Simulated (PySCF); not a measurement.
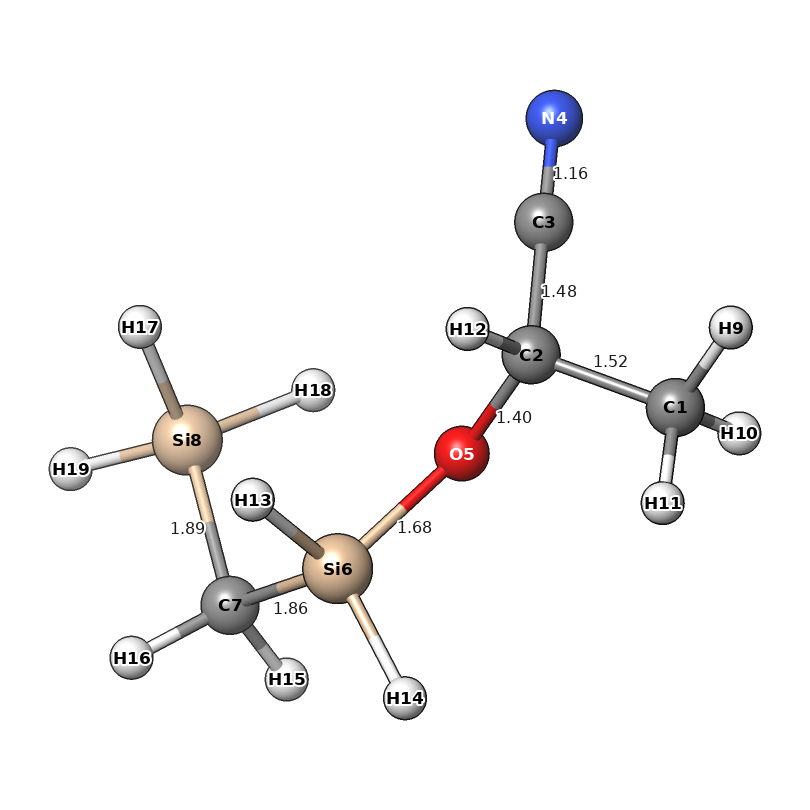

The numbers beside the sticks are distances in Å. Sticks don't show bond order. The geometry was computed by an optimisation with PBE0-D3(BJ)/def2-SVP. No frequency run is at hand to confirm it as a minimum.

**Assign a bond order to each marked bond.**

C1–C2 single; C2–C3 single; C2–O5 single; C3–N4 triple; O5–Si6 single; Si6–C7 single; C7–Si8 single.

**Give the structure as SMILES.**

C[C@@H](C#N)O[SiH2]C[SiH3]
